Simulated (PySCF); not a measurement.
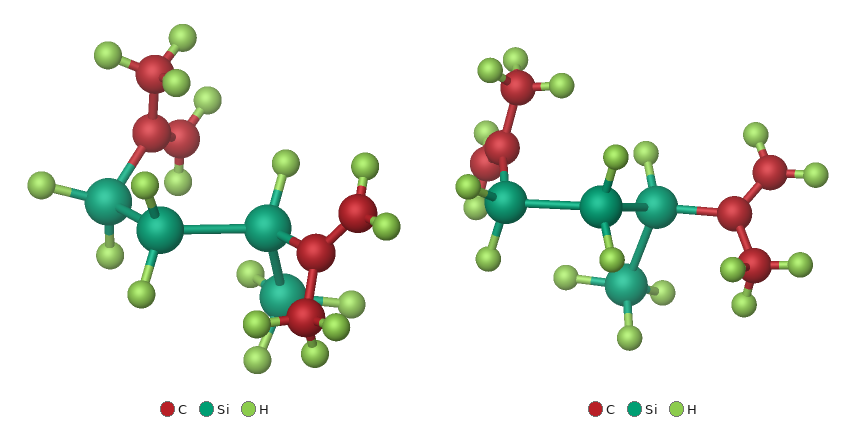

Two views of one molecule.

The computed structure is the end point of a PBE0-D3(BJ)/def2-SVP optimisation. No frequency run is at hand to confirm it as a minimum.

Identify the structure.

The molecule is C₆H₁₈Si₄. As SMILES it reads `C=C(C)[SiH2][SiH2][Si@H]([SiH3])C(=C)C`. It has no ring. Among its groups: alkene, Si–H bond. The point group is C1. Coordination: 4 C trigonal planar; 2 C tetrahedral; 4 Si tetrahedral.

The parts below concern this one geometry. Atoms keep their numbers from picture to picture.

**Shape**

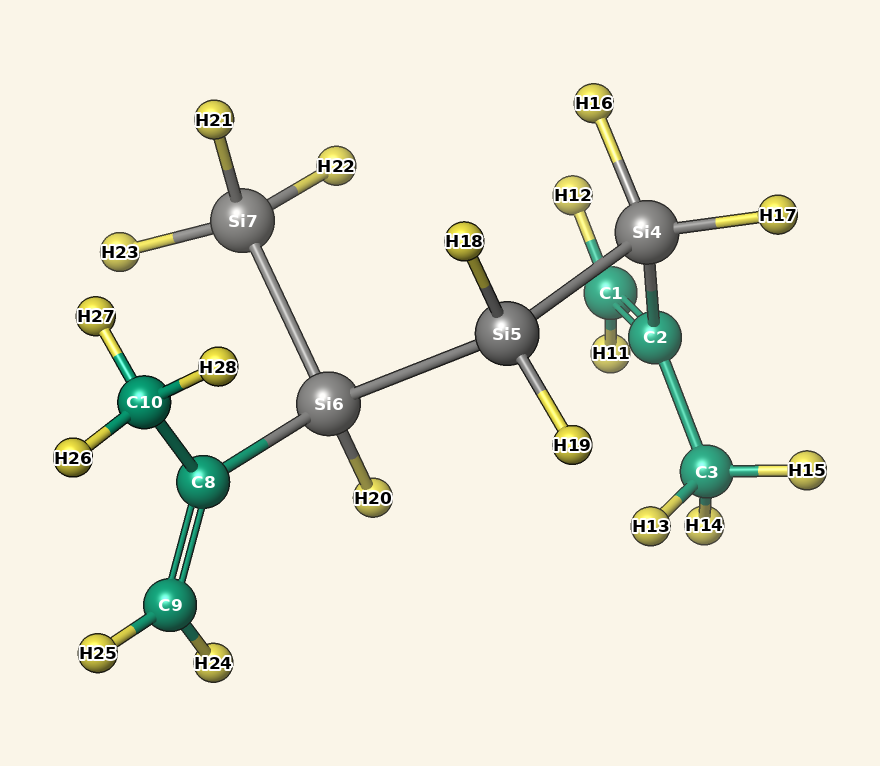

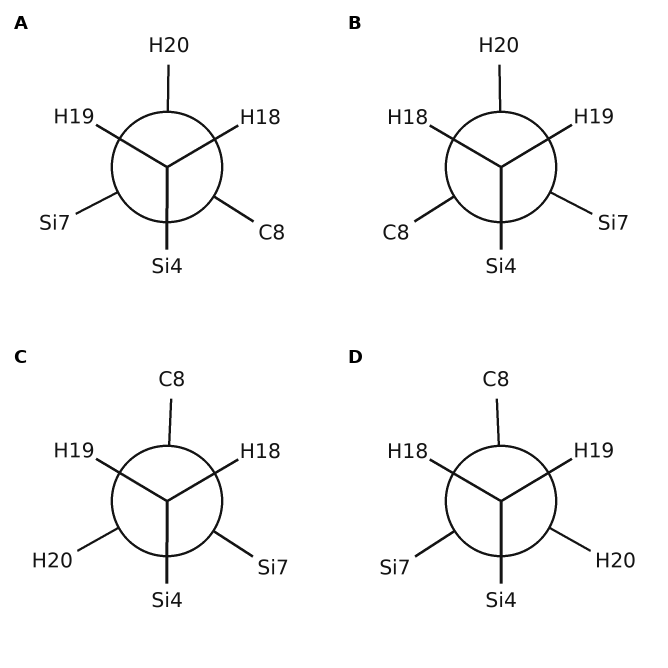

Distant atoms are faded towards the background colour. Bonds that would overlap in a projection are set slightly apart. No frequency run is at hand to confirm it as a minimum.

Which Newman projection shows the view along Si5–Si6, with Si5 in front?

C. The torsion angle Si4–Si5–Si6–Si7 is −57°, synclinal (gauche).

**NMR shielding**

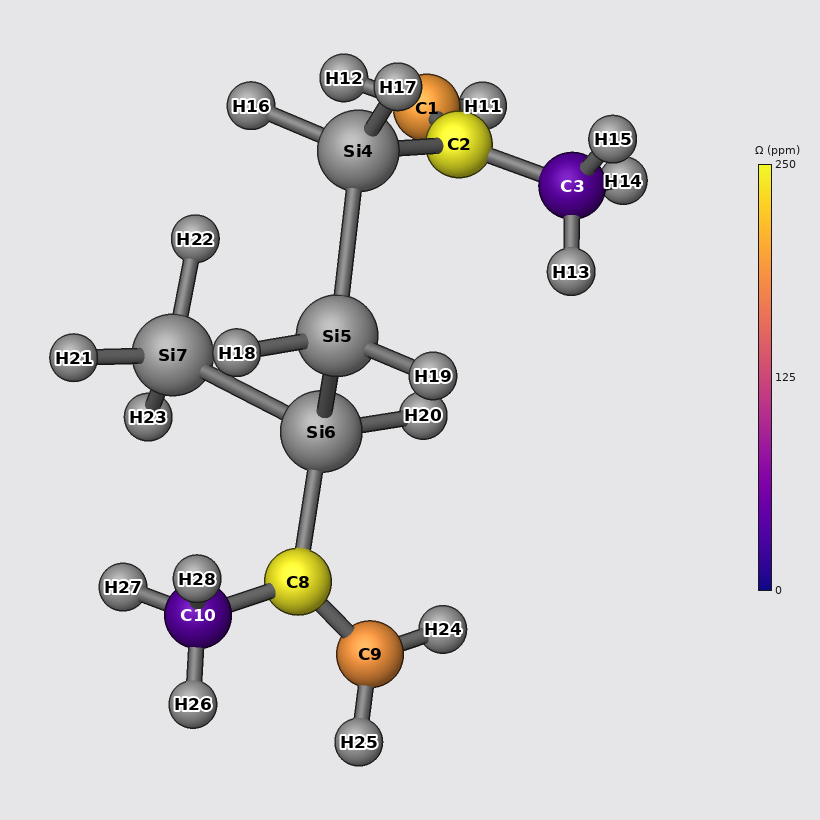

The C atoms are coloured by the span of their shielding tensor. No frequency run is at hand to confirm it as a minimum. Method: GIAO PBE/pcSseg-1 NMR shielding, non-relativistic, gas phase (PySCF 2.14.0). Principal shieldings σ11 ≤ σ22 ≤ σ33, span Ω = σ33 − σ11, skew κ = 3(σiso − σ22)/Ω.

Give the shielding tensors of the C atoms.

```tsv
atom	σ11	σ22	σ33	σiso	Ω	κ
C1	−63.8	62.4	130.8	43.1	194.5	−0.30
C2	−76.8	7.0	168.2	32.8	245.0	0.32
C3	137.5	140.0	179.4	152.3	41.8	0.88
C8	−79.3	7.2	163.4	30.4	242.7	0.29
C9	−59.9	69.5	128.9	46.1	188.9	−0.37
C10	138.3	139.6	178.9	152.3	40.6	0.94
```

Shieldings and span in ppm.

**Electronic properties**

No frequency run is at hand to confirm it as a minimum. Method: PBE0/pcSseg-1, gas phase (PySCF 2.14.0).

Estimate the HOMO–LUMO gap.

6.65 eV.

What is the dipole moment?

0.88 D.

Estimate the HOMO energy (Kohn–Sham orbital).

−7.10 eV.

**Charges**

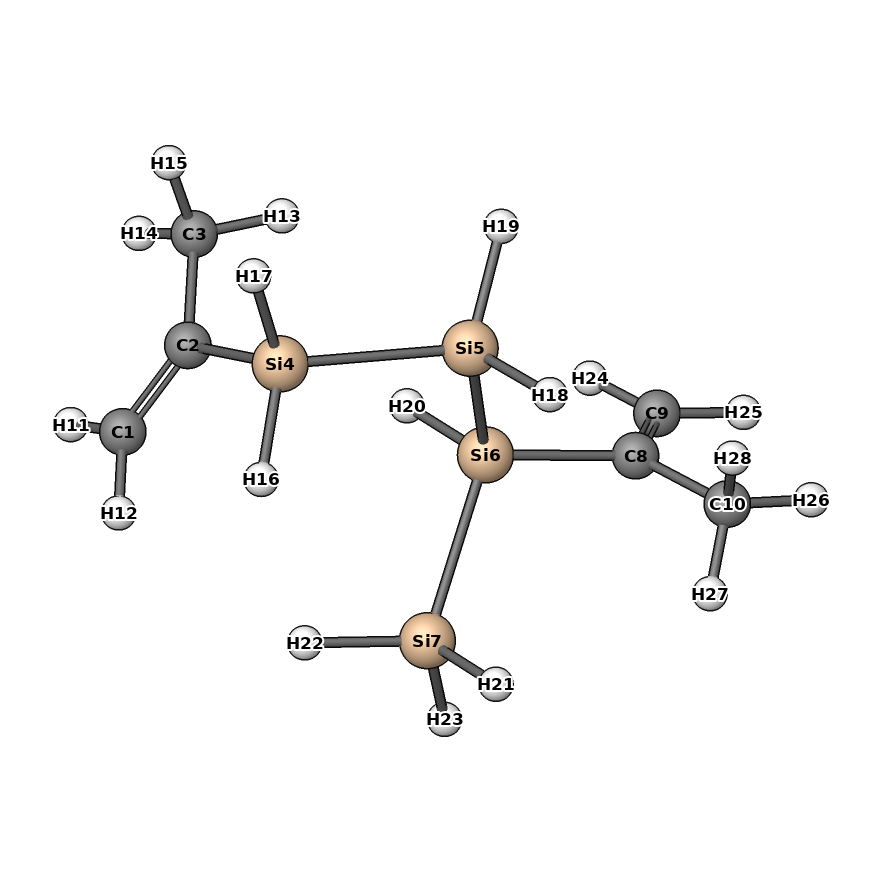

The questions are on IAO charges. No frequency run is at hand to confirm it as a minimum. Properties computed with PBE0/pcSseg-1, gas phase (PySCF 2.14.0).

List the IAO charges.

```json
{"atom": "C1", "value (e)": "−0.30"}
{"atom": "C2", "value (e)": "−0.24"}
{"atom": "C3", "value (e)": "−0.41"}
{"atom": "Si4", "value (e)": "0.46"}
{"atom": "Si5", "value (e)": "0.11"}
{"atom": "Si6", "value (e)": "0.33"}
{"atom": "Si7", "value (e)": "0.26"}
{"atom": "C8", "value (e)": "−0.22"}
{"atom": "C9", "value (e)": "−0.30"}
{"atom": "C10", "value (e)": "−0.41"}
{"atom": "H11", "value (e)": "0.14"}
{"atom": "H12", "value (e)": "0.14"}
{"atom": "H13", "value (e)": "0.14"}
{"atom": "H14", "value (e)": "0.14"}
{"atom": "H15", "value (e)": "0.15"}
{"atom": "H16", "value (e)": "−0.10"}
{"atom": "H17", "value (e)": "−0.10"}
{"atom": "H18", "value (e)": "−0.08"}
{"atom": "H19", "value (e)": "−0.08"}
{"atom": "H20", "value (e)": "−0.09"}
{"atom": "H21", "value (e)": "−0.10"}
{"atom": "H22", "value (e)": "−0.09"}
{"atom": "H23", "value (e)": "−0.09"}
{"atom": "H24", "value (e)": "0.14"}
{"atom": "H25", "value (e)": "0.14"}
{"atom": "H26", "value (e)": "0.14"}
{"atom": "H27", "value (e)": "0.15"}
{"atom": "H28", "value (e)": "0.15"}
```
